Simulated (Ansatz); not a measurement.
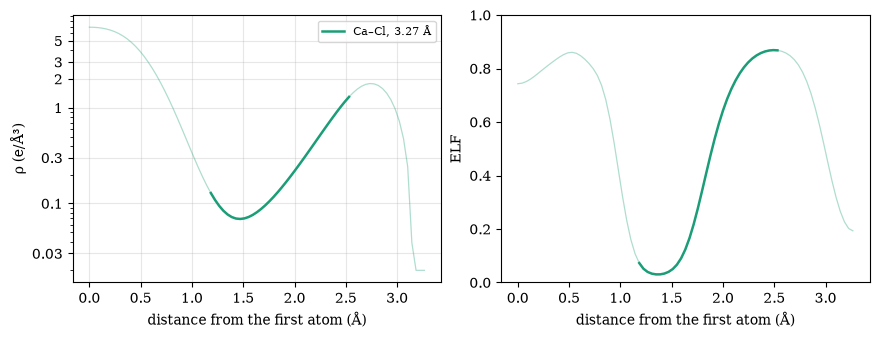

The picture shows: CaCl. Valence charge density (pseudo) and electron localisation function along straight lines between neighbouring atoms. Thin, pale parts lie inside the atomic spheres.

Space group P4/mmm; started from the CuAu (L1_0)_123 prototype, which need not be the ambient phase; computed without spin polarisation.

All numbers below come from DFT PBE, scalar-relativistic, plane waves, PAW (Ansatz 0.2.0).

The density is the valence pseudo-density of a PAW calculation; it isn't the true density close to the nuclei.

### What can be read from the curves?

Ca–Cl (3.27 Å): the density is about 0.08 e/Å³ at the midpoint, with its minimum of 0.07 e/Å³ about 1.5 Å from Ca; the ELF is about 0.10 at the midpoint (no shared electron pair shows on this line).
